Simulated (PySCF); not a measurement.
Consider C2H14Si4 (SMILES [SiH3]C[SiH2]C([SiH3])[SiH3]).

Input

```
{"job": {"kind": "nmr", "xc": "PBE0", "basis": "pcSseg-1"}, "charge": 0, "multiplicity": 1}
Si     3.455761     0.384674    -0.421125
C      1.735334     0.636282     0.330949
Si     0.428066    -0.626469    -0.216540
C     -1.249439    -0.254632     0.606571
Si    -2.502523    -1.652266     0.310980
Si    -1.954849     1.444175     0.124353
H      4.378877     1.393256     0.113076
H      3.967249    -0.945422    -0.085045
H      3.389559     0.528242    -1.876172
H      1.820573     0.613088     1.417766
H      1.386453     1.637581     0.079010
H      0.281908    -0.586908    -1.678136
H      0.879953    -1.973554     0.168600
H     -1.073170    -0.222309     1.686391
H     -2.777493    -1.793088    -1.119810
H     -3.757180    -1.360046     1.013141
H     -1.974419    -2.920014     0.824526
H     -3.238431     1.668019     0.798235
H     -1.047585     2.523802     0.533093
H     -2.153793     1.516267    -1.325012
```

Command:

```sh
OMP_NUM_THREADS=1 python probes_run.py task.json out
```

Geometry: GFN2-xTB.

Level of theory: PBE0/pcSseg-1, SCF density, gas phase, non-relativistic (PySCF 2.14.0).

> What can the converged electron density and electron localisation function tell about the bonding?

C–Si (1.89 Å): ρ at the midpoint is about 0.9 e/Å³; the ELF peaks at about 0.95 between the atoms (a covalent bond).
C–H (1.09 Å): the density is about 1.9 e/Å³ at the midpoint; the ELF climbs to about 1 towards the hydrogen, as it does in any bond to H; an ordinary covalent bond to hydrogen.
Si–H (1.46 Å): ρ at the midpoint is about 0.8 e/Å³; the ELF climbs to about 1 towards the hydrogen.

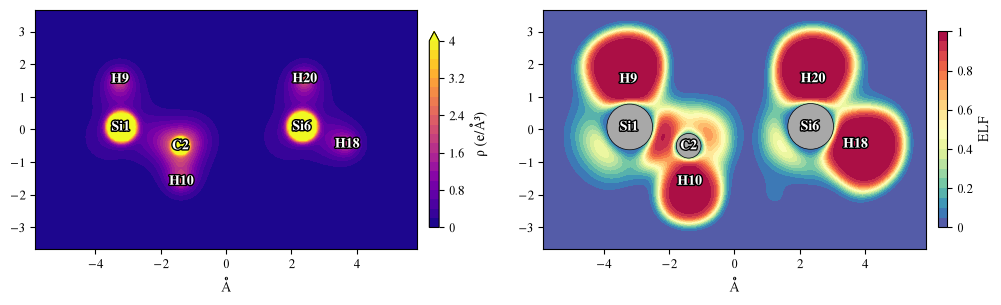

Computed electron density and electron localisation function on the plane of atoms C2, Si1 and H9, in this order. Grey discs cover the atomic cores in the ELF map. 
